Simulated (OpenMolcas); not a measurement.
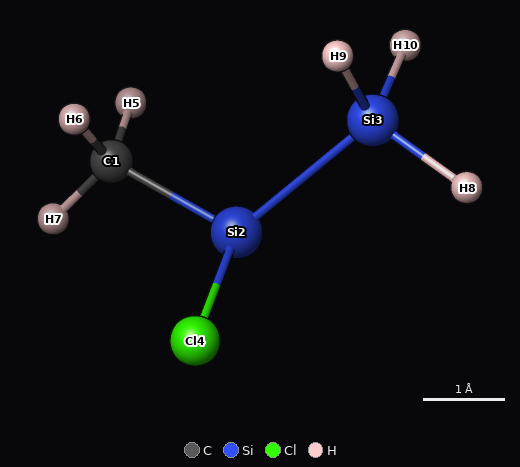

Figure 1. The input geometry (ball-and-stick view, seen at a tilt; atoms are numbered from 1 in the order of the input). Bond lengths as drawn: Cl–Si 2.07 Å, C–H 1.09 Å, C–Si 1.87 Å, H–Si 1.49 Å and Si–Si 2.34 Å.

CH6ClSi2: single-point calculation (part 1 of 3)

System: CH6ClSi2, multiplicity 2, SMILES C[Si]([SiH3])Cl.
Method: CASSCF/ANO-R1, sfX2C (OpenMolcas 26.06).

The geometry comes from this level: PBE0-D4/def2-TZVP.

### Input
```
&gateway
coord=mol.xyz
basis=ANO-R0
group=NoSym
&seward
&rasscf
fileorb=$CurrDir/step1.RasOrb
alter=2
1 21 28
1 30 37
spin=2
nactel=3 0 0
inactive=27
ras2=3
orblisting=Nothing
>>> COPY $Project.RunFile RUNFIL1
>>> COPY $Project.RasOrb INPORB
&gateway
coord=mol.xyz
basis=ANO-R1
group=NoSym
ricd
&seward
>>> COPY $Project.RunFile RUNFIL2
&expbas
&rasscf
fileorb=$Project.ExpOrb
spin=2
nactel=3 0 0
inactive=27
ras2=3
orblisting=Nothing
```

### File mol.xyz
```
10

C     -0.817600     1.375900    -0.759000
Si    -0.393400    -0.447400    -0.745400
Si     1.253500    -1.073900     0.791400
Cl    -2.123100    -1.512600    -0.330000
H      0.078700     1.966200    -0.965000
H     -1.223500     1.680800     0.209700
H     -1.561600     1.592100    -1.528300
H      1.490500    -2.535600     0.676400
H      0.871400    -0.750900     2.195100
H      2.508200    -0.345800     0.457800
```

Machine: 1 thread of Intel Xeon (Granite Rapids), 64 GiB of memory available, shared host.

Launched with:
```bash
export MOLCAS_MEM=1860
pymolcas step2.inp > step2.log
```

### What the program printed
```
--- Start Module: gateway ---

                                              &GATEWAY

                       available to each process: 1.9 GB of memory, 1 thread

++    Symmetry information:
      ---------------------

                    Character Table for C1

                             E
                    a        1  x, y, xy, Rz, z, xz, Ry, yz, Rx, I
--

++    Basis set information:
      ----------------------

      Basis set label: C.ANO-R...2S1P.

      Electronic valence basis set:
      ------------------
      Associated Effective Charge   6.000000 au
      Associated Actual Charge      6.000000 au
      Nuclear Model: Finite nucleus - Gaussian distribution
        Gaussian exponent, Xi/bohr**(-2):  6.80775E+08

      Shell  nPrim  nBasis  Cartesian Spherical Contaminant
         s      12       2        X
         p       7       1        X

      Basis set label: SI.ANO-R...3S2P.

      Electronic valence basis set:
      ------------------
      Associated Effective Charge  14.000000 au
      Associated Actual Charge     14.000000 au
      Nuclear Model: Finite nucleus - Gaussian distribution
        Gaussian exponent, Xi/bohr**(-2):  4.34677E+08

      Shell  nPrim  nBasis  Cartesian Spherical Contaminant
         s      16       3        X
         p      11       2        X

      Basis set label: CL.ANO-R...3S2P.

      Electronic valence basis set:
      ------------------
      Associated Effective Charge  17.000000 au
      Associated Actual Charge     17.000000 au
      Nuclear Model: Finite nucleus - Gaussian distribution
        Gaussian exponent, Xi/bohr**(-2):  3.84638E+08

      Shell  nPrim  nBasis  Cartesian Spherical Contaminant
         s      17       3        X
         p      11       2        X

      Basis set label: H.ANO-R...1S.

      Electronic valence basis set:
      ------------------
      Associated Effective Charge   1.000000 au
      Associated Actual Charge      1.000000 au
      Nuclear Model: Finite nucleus - Gaussian distribution
        Gaussian exponent, Xi/bohr**(-2):  2.12482E+09

      Shell  nPrim  nBasis  Cartesian Spherical Contaminant
         s       7       1        X
--

++    Molecular structure info:
      -------------------------

                    ************************************************
                    **** Cartesian Coordinates / bohr, angstrom ****
                    ************************************************

     Center  Label                x              y              z                     x              y              z
        1      C1              -1.545040       2.600074      -1.434302             -0.817600       1.375900      -0.759000
        2      SI2             -0.743418      -0.845463      -1.408602             -0.393400      -0.447400      -0.745400
        3      SI3              2.368772      -2.029377       1.495529              1.253500      -1.073900       0.791400
        4      CL4             -4.012078      -2.858400      -0.623610             -2.123100      -1.512600      -0.330000
        5      H5               0.148721       3.715580      -1.823586              0.078700       1.966200      -0.965000
        6      H6              -2.312080       3.176252       0.396276             -1.223500       1.680800       0.209700
        7      H7              -2.950996       3.008633      -2.888068             -1.561600       1.592100      -1.528300
        8      H8               2.816637      -4.791590       1.278211              1.490500      -2.535600       0.676400
        9      H9               1.646707      -1.418995       4.148138              0.871400      -0.750900       2.195100
       10      H10              4.739811      -0.653467       0.865117              2.508200      -0.345800       0.457800

                    ***************************************
                    *    InterNuclear Distances / bohr    *
                    ***************************************

               1 C1            2 SI2           3 SI3           4 CL4           5 H5            6 H6
    1 C1       0.000000
    2 SI2      3.537653        0.000000
    3 SI3      6.733027        4.418298        0.000000
    4 CL4      6.044703        3.918196        6.774457        0.000000
    5 H5       2.065120        4.665966        6.996404        7.872064        0.000000
    6 H6       2.066723        4.678939        7.086417        6.351943        3.357708        0.000000
    7 H7       2.063267        4.681483        8.537998        6.377754        3.352782        3.350108
    8 H8       9.001036        5.955238        2.806711        7.347481        9.439854        9.516724
    9 H9       7.583126        6.076100        2.816074        7.540776        8.016814        7.131954
   10 H10      7.441251        5.939062        2.812894        9.147327        6.884460        8.038391

               7 H7            8 H8            9 H9           10 H10
    7 H7       0.000000
    8 H8      10.557791        0.000000
    9 H9       9.500051        4.580350        0.000000
   10 H10      9.308378        4.581845        4.575101        0.000000

                    *******************************************
                    *    InterNuclear Distances / angstrom    *
                    *******************************************

               1 C1            2 SI2           3 SI3           4 CL4           5 H5            6 H6
    1 C1       0.000000
    2 SI2      1.872045        0.000000
    3 SI3      3.562964        2.338062        0.000000
    4 CL4      3.198719        2.073420        3.584888        0.000000
    5 H5       1.092815        2.469123        3.702338        4.165717        0.000000
    6 H6       1.093663        2.475988        3.749970        3.361303        1.776822        0.000000
    7 H7       1.091834        2.477334        4.518114        3.374962        1.774216        1.772801
    8 H8       4.763143        3.151376        1.485248        3.888120        4.995355        5.036034
    9 H9       4.012818        3.215334        1.490202        3.990407        4.242315        3.774067
   10 H10      3.937740        3.142816        1.488520        4.840557        3.643100        4.253733

               7 H7            8 H8            9 H9           10 H10
    7 H7       0.000000
    8 H8       5.586942        0.000000
    9 H9       5.027211        2.423817        0.000000
   10 H10      4.925781        2.424608        2.421039        0.000000

                    **************************************
                    *    Valence Bond Angles / degree    *
                    **************************************
                          Atom centers                 Phi
                      5 H5       1 C1       6 H6       108.71
                      5 H5       1 C1       7 H7       108.61
                      6 H6       1 C1       7 H7       108.42
                      8 H8       3 SI3      9 H9       109.10
                      8 H8       3 SI3     10 H10      109.24
                      9 H9       3 SI3     10 H10      108.74
--

            Nuclear Potential Energy            257.38957497 au

--- Stop Module: gateway /rc=_RC_ALL_IS_WELL_ ---

--- Start Module: seward ---

                                              &SEWARD

                       available to each process: 1.9 GB of memory, 1 thread

               SEWARD will generate:
                  Multipole Moment integrals up to order  2
                  Kinetic Energy integrals
                  Nuclear Attraction integrals (finite nuclei - Gaussian type)
                  One-Electron Hamiltonian integrals
                  Velocity integrals
                  Relativistic X2C integrals
                  Orbital angular momentum around ( -1.0025  -1.3410  -0.3175 )
                  Velocity quadrupole around ( -1.0025  -1.3410  -0.3175 )
                  Atomic mean-field integrals
                  Two-Electron Repulsion integrals

                   Integrals are discarded if absolute value <: 1.00E-14
                   Integral cutoff threshold is set to       <: 1.00E-16

            Nuclear Potential Energy            257.38957497 au

      Basis set specifications :
      Symmetry species         a
      Basis functions           38

--- Stop Module: seward /rc=_RC_ALL_IS_WELL_ ---
--- Module seward spent 1 second ---

--- Start Module: rasscf ---

                                              &RASSCF

                       available to each process: 1.9 GB of memory, 1 thread

      Header of the ONEINT file:
      --------------------------

      OrdInt status: non-squared

      Cartesian coordinates in angstrom:
      -----------------------------------------------------
      No.  Label        X            Y            Z
      -----------------------------------------------------
       1   C1        -0.81760000   1.37590000  -0.75900000
       2   SI2       -0.39340000  -0.44740000  -0.74540000
       3   SI3        1.25350000  -1.07390000   0.79140000
       4   CL4       -2.12310000  -1.51260000  -0.33000000
       5   H5         0.07870000   1.96620000  -0.96500000
       6   H6        -1.22350000   1.68080000   0.20970000
       7   H7        -1.56160000   1.59210000  -1.52830000
       8   H8         1.49050000  -2.53560000   0.67640000
       9   H9         0.87140000  -0.75090000   2.19510000
      10   H10        2.50820000  -0.34580000   0.45780000
      -----------------------------------------------------
      Nuclear repulsion energy =  257.38957497

++    Wave function specifications:
      -----------------------------

      Number of closed shell electrons          54
      Number of electrons in active shells       3
      Max number of holes in RAS1 space          0
      Max nr of electrons in RAS3 space          0
      Number of inactive orbitals               27
      Number of active orbitals                  3
      Number of secondary orbitals               8
      Spin quantum number                      0.5
      State symmetry                             1
--

++    Orbital specifications:
      -----------------------

      Symmetry species                           1
                                                 a
      Frozen orbitals                            0
      Inactive orbitals                         27
      Active orbitals                            3
      RAS1 orbitals                              0
      RAS2 orbitals                              3
      RAS3 orbitals                              0
      Secondary orbitals                         8
      Deleted orbitals                           0
      Number of basis functions                 38
--

++    CI expansion specifications:
      ----------------------------

      Number of CSFs                             8
      Number of determinants                     9
      Number of root(s) required                 1
      Root chosen for geometry opt.              1
      CI root used                               1

      highest root included in the CI            1
      max. size of the explicit Hamiltonian      8
--

++    Optimization specifications:
      ----------------------------

      RASSCF algorithm: Conventional
      Maximum number of macro iterations       200
      Maximum number of SX iterations          100
      Threshold for RASSCF energy            1.000E-08
      Threshold for max MO rotation          1.000E-01
      Threshold for max BLB element          1.000E-04
      Level shift parameter                  5.000E-01
      Make Quasi-Newton update
--

      The MO-coefficients are taken from the file:
      step1.RasOrb
      Title: RASSCF canonical orbitals for CASPT2

      Total molecular charge    0.00

      Molecular orbitals exchanged:
        In symmetry  1 :  21  28
        In symmetry  1 :  30  37

      ************************************************************************************************************************
      *                                            Wave function control section                                             *
      ************************************************************************************************************************

                                         RASSCF iterations: Energy and convergence statistics
                                         ----------------------------------------------------
```
